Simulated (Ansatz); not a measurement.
# singlet CF+: levels of theory compared

Aim: a comparison of 6 runs (CAM-B3LYP/STO-3G, PBE/STO-3G, PBE0/STO-3G, MP2/STO-3G, CCSD/STO-3G, FCI/STO-3G) of singlet CF+. 

The calculation is run with Ansatz 0.2.0.

51 further runs of the same task are left out: 9 that didn't finish, 42 set aside as unsound or not needed.

## 1. The molecule

CF+ has 2 atoms, charge +1, and is taken as a singlet. SMILES of the parent species: `[C]F`. Geometry: relaxed at GFN2-xTB. That shape belongs to the parent species and isn't relaxed for this state.

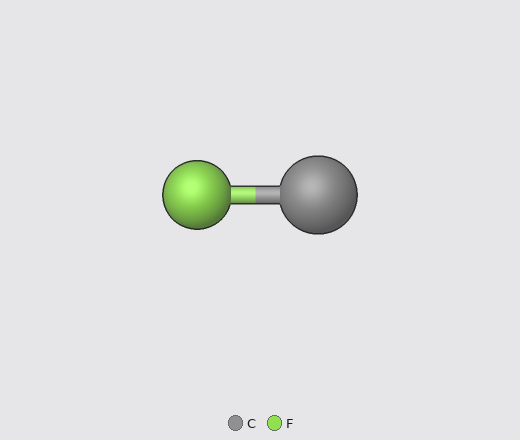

Viewed from a chosen angle; carbon grey, fluorine green.

## 2. The energy at CAM-B3LYP/STO-3G (run 1)

input.yaml reads:

```yaml
basis:
  gaussian:
    orbitals: STO-3G
crystal:
  periodic: [false, false, false]
  atoms:
    - {symbol: C, position_ang: [0.000000, 0.000000, 0.000000]}
    - {symbol: F, position_ang: [0.000000, 0.000000, 1.274400]}
total_charge: 1
hamiltonian:
  xc: {name: CAM-B3LYP}
accuracy: high
```

Command:

```sh
$ ansatz run input.yaml --threads 1 --pin off --max-ram 2610MiB --events-out events.jsonl --progress --plain --runs-dir runs
```

The log of the run:

```text
Warning: RAYON_NUM_THREADS=1 ignored (pool sized by the plan → 1); use --threads N
Functional definition: CAM-B3LYP
  name "CAM-B3LYP"
  parameter alpha = 0.19
  parameter beta = 0.46
  parameter omega = 0.33/bohr
  parameter ac = 0.81
  exchange = (1 - alpha - beta)*b88_x + beta*b88_x_sr(omega) + alpha*exact_x + beta*exact_x_lr(omega)
  correlation = (1 - ac)*vwn5_c + ac*lyp_c
149 factors; integrals over basis functions are off by at most 3.9e-8 eV
90 factors; integrals over basis functions are off by at most 7.6e-10 eV
mean field evaluation 1: about -3682.9538 eV, gradient 3.6e1 eV
mean field evaluation 2: about -3651.6226 eV, gradient 1.4e2 eV
mean field evaluation 4: about -3687.9212 eV, gradient 1.1e0 eV
mean field evaluation 8: about -3687.8988 eV, gradient 4.3e-2 eV
mean field evaluation 16: about -3687.8988 eV, gradient 2.3e-10 eV
mean field -3687.89884969 eV, -135.5277829786 hartree, gradient 1.6e-8 eV, S^2 0.000000; 0 other end points of the search recorded, 0 dependent functions left out
reference -3687.89885652 eV, -135.5277832293 hartree; 7, 7 occupied and 3, 3 virtual orbitals, 149 factors
Total energy: -3687.89885652 eV, -135.5277832293 hartree
```

Run time: 0.65 s. Hardware: 1 thread of Arm Neoverse N1, shared host.

## 3. A single-point energy at PBE/STO-3G (run 2)

input.yaml reads:

```yaml
crystal:
  periodic: [false, false, false]
  atoms:
    - {symbol: C, position_ang: [0.000000, 0.000000, 0.000000]}
    - {symbol: F, position_ang: [0.000000, 0.000000, 1.274400]}
basis:
  gaussian: {orbitals: STO-3G}
hamiltonian: {xc: pbe}
accuracy: high
total_charge: 1
```

Command:

```sh
$ ansatz run input.yaml --threads 1 --pin off --max-ram 2610MiB --events-out events.jsonl --progress --plain --runs-dir runs
```

The log of the run:

```text
Warning: RAYON_NUM_THREADS=1 ignored (pool sized by the plan → 1); use --threads N
Functional definition: PBE
  name "PBE"
  parameter kappa = 0.804
  parameter beta = 0.06672455060314922
  exchange = pbe_x(kappa = kappa, mu = beta*pi^2/3)
  correlation = pbe_c(beta = beta)
149 factors; integrals over basis functions are off by at most 3.9e-8 eV
mean field evaluation 1: about -3681.8568 eV, gradient 3.4e1 eV
mean field evaluation 2: about -3582.0210 eV, gradient 2.0e2 eV
mean field evaluation 4: about -3685.9936 eV, gradient 3.7e0 eV
mean field evaluation 8: about -3685.9905 eV, gradient 5.9e-2 eV
mean field evaluation 16: about -3685.9905 eV, gradient 9.9e-8 eV
mean field -3685.99053651 eV, -135.4576537628 hartree, gradient 1.3e-8 eV, S^2 0.000000; 0 other end points of the search recorded, 0 dependent functions left out
reference -3685.99053731 eV, -135.4576537922 hartree; 7, 7 occupied and 3, 3 virtual orbitals, 149 factors
Total energy: -3685.99053731 eV, -135.4576537922 hartree
```

It took 0.5 s on 1 thread of Arm Neoverse N1, shared host.

## 4. A single-point energy at PBE0/STO-3G (run 3)

job.yaml reads:

```yaml
crystal:
  periodic: [false, false, false]
  atoms:
    - {symbol: C, position_ang: [0.000000, 0.000000, 0.000000]}
    - {symbol: F, position_ang: [0.000000, 0.000000, 1.274400]}
basis:
  gaussian:
    orbitals: STO-3G
total_charge: 1
hamiltonian:
  xc: {name: PBE0}
accuracy: high
```

Command:

```sh
$ ansatz run job.yaml --threads 1 --pin off --max-ram 2610MiB --events-out events.jsonl --progress --plain --runs-dir runs
```

The log of the run:

```text
Warning: RAYON_NUM_THREADS=1 ignored (pool sized by the plan → 1); use --threads N
Functional definition: PBE0
  name "PBE0"
  parameter a = 0.25
  parameter kappa = 0.804
  parameter beta = 0.06672455060314922
  exchange = (1 - a)*pbe_x(kappa = kappa, mu = beta*pi^2/3) + a*exact_x
  correlation = pbe_c(beta = beta)
149 factors; integrals over basis functions are off by at most 3.9e-8 eV
mean field evaluation 1: about -3681.7341 eV, gradient 3.5e1 eV
mean field evaluation 2: about -3626.4906 eV, gradient 1.7e2 eV
mean field evaluation 4: about -3686.2183 eV, gradient 1.5e0 eV
mean field evaluation 8: about -3686.2039 eV, gradient 1.5e-1 eV
mean field evaluation 16: about -3686.2040 eV, gradient 9.9e-7 eV
mean field -3686.20397240 eV, -135.4654973869 hartree, gradient 1.8e-8 eV, S^2 0.000000; 0 other end points of the search recorded, 0 dependent functions left out
reference -3686.20397300 eV, -135.4654974089 hartree; 7, 7 occupied and 3, 3 virtual orbitals, 149 factors
Total energy: -3686.20397300 eV, -135.4654974089 hartree
```

It took 0.51 s on 1 thread of Arm Neoverse N1, shared host.

Runs 4 to 5 aren't shown in full; the table further down has their settings and results.

## 5. The energy at FCI/STO-3G (run 6)

in.yaml reads:

```yaml
crystal:
  periodic: [false, false, false]
  atoms:
    - {symbol: C, position_ang: [0.000000, 0.000000, 0.000000]}
    - {symbol: F, position_ang: [0.000000, 0.000000, 1.274400]}
basis:
  gaussian: {orbitals: STO-3G}
total_charge: 1
correlation: {method: fci, frozen_orbitals: {C: 1, F: 1}}
accuracy: high
```

Command:

```sh
$ ansatz run in.yaml --threads 1 --pin off --max-ram 2610MiB --events-out events.jsonl --progress --plain --runs-dir runs
```

The log of the run:

```text
Warning: RAYON_NUM_THREADS=1 ignored (pool sized by the plan → 1); use --threads N
Functional definition: HF
  name "HF"
  exchange = exact_x
  correlation = 0
149 factors; integrals over basis functions are off by at most 3.9e-8 eV
mean field evaluation 1: about -3669.8441 eV, gradient 3.4e1 eV
mean field evaluation 2: about -3669.8839 eV, gradient 3.4e1 eV
mean field evaluation 4: about -3674.4063 eV, gradient 1.5e0 eV
mean field evaluation 8: about -3674.4204 eV, gradient 1.0e-1 eV
mean field -3674.42042267 eV, -135.0324599216 hartree, gradient 2.0e-8 eV, S^2 0.000000; 0 other end points of the search recorded, 0 dependent functions left out
2 core orbitals not correlated: weight in the atoms' cores, before any rotation towards them, 1.000 or more for the frozen orbitals, at most 0.000 for the correlated occupied ones
reference -3674.42042267 eV, -135.0324599216 hartree; 5, 5 occupied and 3, 3 virtual orbitals, 149 factors
state -3678.04086526 eV, -135.1655087325 hartree
Total energy: -3678.04086526 eV, -135.1655087325 hartree
```

It took 0.22 s on 1 thread of Arm Neoverse N1, shared host.

## 6. Overview of the runs

```
run             level  frozen core orbitals  energy (Eh)  wall time
  1  CAM-B3LYP/STO-3G                     –  -135.527783     0.65 s
  2        PBE/STO-3G                     –  -135.457654      0.5 s
  3       PBE0/STO-3G                     –  -135.465497     0.51 s
  4        MP2/STO-3G                     2  -135.137251     0.08 s
  5       CCSD/STO-3G                     2  -135.149967     0.16 s
  6        FCI/STO-3G                     2  -135.165509     0.22 s
```

## 7. What came out

| quantity | value |
| --- | --- |
| run 6: total energy | -135.16551 Eh |
| run 6: correlation energy (2 core orbitals frozen) | -133.0 mEh |

What this shows: Against full CI in this basis: MP2 +28.3 mEh; CCSD +15.5 mEh. Totals of different functionals can't be ranked against each other. In run 5 the T1 diagnostic is large, so a single reference may not serve. In runs 1, 2, 3, 4, 5, 6 the basis is minimal, so the values are rough. All runs together took 2.1 s, the longest 0.65 s.
